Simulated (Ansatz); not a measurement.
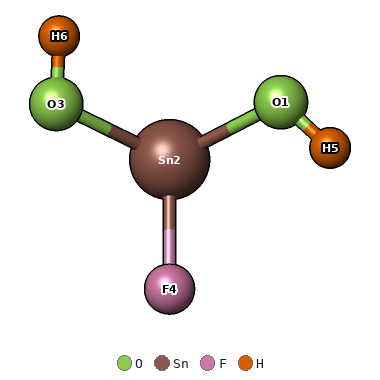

The system is FH2O2Sn, SMILES [OH][Sn]([OH])[F], spin multiplicity 2; the picture shows the reference structure. First axis: bond length Sn2–O3. Second axis: dihedral O1–Sn2–O3–H6. Nothing is relaxed (all other coordinates rigid). The grid has 9 × 10 points. Points are written as (first, second). Energies: kJ/mol, counted from the lowest grid point. All numbers below come from Ansatz 0.2.0, UKS PBE0-D4/def2-SVP.

Its coordinates:

```xyz
6

O    -0.6320    1.3490   -0.4989
Sn   -0.4916   -0.4290    0.3967
O     1.4157   -0.6700    0.9228
F    -0.7547   -1.7187   -1.0365
H    -1.2378    1.3136   -1.2522
H     1.7426    0.0912    1.4219
```

Range: bond length Sn2–O3 from 1.754 to 2.491 Å; dihedral O1–Sn2–O3–H6 from −180 to 144°.

**What will the energy surface look like?**

The lowest grid point is at (2.031 Å, −144°). The highest grid point, (2.491 Å, −36°), lies 100 kJ/mol above the lowest. Round the minimum the two coordinates are weakly coupled (coupling 0.09 in units of the two stiffnesses).

```
dihedral O1–Sn2–O3–H6 ↓, bond length Sn2–O3 →  1.754  1.846  1.938  2.031  2.123  2.215  2.307  2.399  2.491
                                          144     82     26      3      1     12     29     50     70     88
                                          108     83     27      4      1     12     29     49     69     88
                                           72     82     26      3      1     11     29     49     69     87
                                           36     80     25      2      1     12     30     51     71     89
                                            0     80     26      4      3     15     34     55     76     94
                                          −36     82     28      7      6     19     38     60     81    100
                                          −72     82     28      6      6     19     38     60     81     99
                                         −108     79     25      3      2     14     33     54     75     93
                                         −144     79     24      1      0     11     29     50     70     89
                                         −180     80     25      2      0     11     29     49     69     87
```

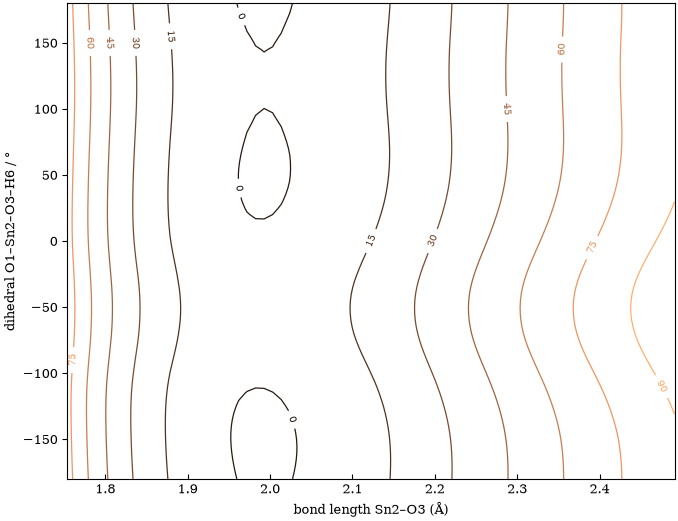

The picture shows contour lines labelled in kJ/mol. Between grid points the surface is interpolated.

The whole map (90 points run) took 21 min on 1 thread of Arm Neoverse N1 (shared host).
